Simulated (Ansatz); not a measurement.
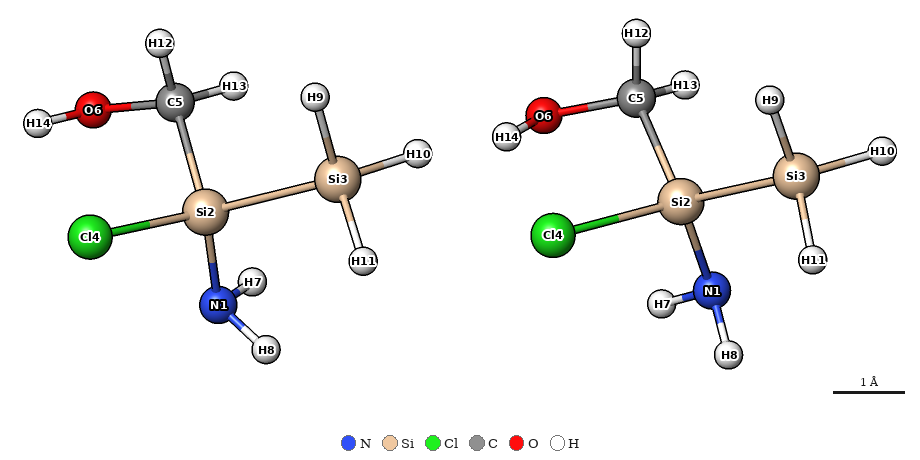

Two geometries of CH₈ClNOSi₂, drawn at one scale. One is the start of a relaxation, the other its converged end. A ball-and-stick model, seen from a free direction.

The calculation used Ansatz 0.2.0, RKS r2SCANh/STO-3G. (no spin polarisation; force threshold 0.015 eV/Å; at most 40 steps)

Which geometry has the lower energy?

Answer. The right one is the relaxed one. The run prepares an end point of a later path (inversion) calculation, from a guessed geometry. H7 moves most after the best rigid fit: 0.79 Å. By element the largest moves are H 0.79 Å, N 0.56 Å, Si 0.28 Å, Cl 0.25 Å, O 0.23 Å, C 0.13 Å. Near-neighbour distances that change, for instance: Si3–H9 1.533 → 1.441 Å, Si2–Cl4 2.077 → 2.158 Å, N1–Si2 1.657 → 1.734 Å, Si3–H11 1.505 → 1.442 Å. Bond angles that change, for instance: Si3–Si2–C5 107.9° → 118.8°, C5–O6–H14 108.2° → 100.9°, Cl4–Si2–C5 105.7° → 99.1°. Groups turn about Si2–C5 by about 20°. After 18 accepted moves (20 points after the start) the energy has fallen by 0.960 eV. The largest force component goes from 3.8 to 0.014 eV/Å. The line search rejected the trial steps at points 8, 11 of the run. The run took 5 min on 1 thread of Intel(R) Xeon(R) Processor @ 2.50GHz (Skylake/Cascade Lake) (shared host), peak memory 0.22 GiB.

Limits of the set-up: STO-3G is a minimal basis, so the numbers are rough.
